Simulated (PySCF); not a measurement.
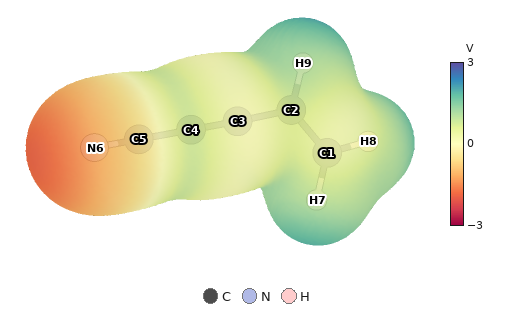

C5H3N (SMILES C=CC#CC#N). The electrostatic potential painted on the density surface at 0.004 e/bohr³, seen at a tilt; red is negative and blue positive.

Geometry: PBE0-D3(BJ)/def2-SVP.

All numbers below come from PySCF, PBE0/def2-SVPD, SCF density, gas phase.

```xyz
9

C    -1.5339   -1.1272   -0.5529
C    -0.4088   -1.0669    0.1762
C     0.4055    0.0884    0.2769
C     1.1257    1.0675    0.3798
C     1.9340    2.1705    0.4950
N     2.6181    3.1067    0.5931
H    -1.8911   -0.2661   -1.1230
H    -2.1222   -2.0465   -0.5923
H    -0.0698   -1.9435    0.7408
```

Describe the electrostatic potential map.

The most negative region (about −1.9 V, or −44 kcal/mol for a unit charge) lies over N6, the most positive (about +2.0 V, or +46 kcal/mol for a unit charge) over H8 and H9. N6 is the likeliest acceptor of a hydrogen bond.

What dipole moment does the calculation give?

Its dipole moment is 5.19 D.
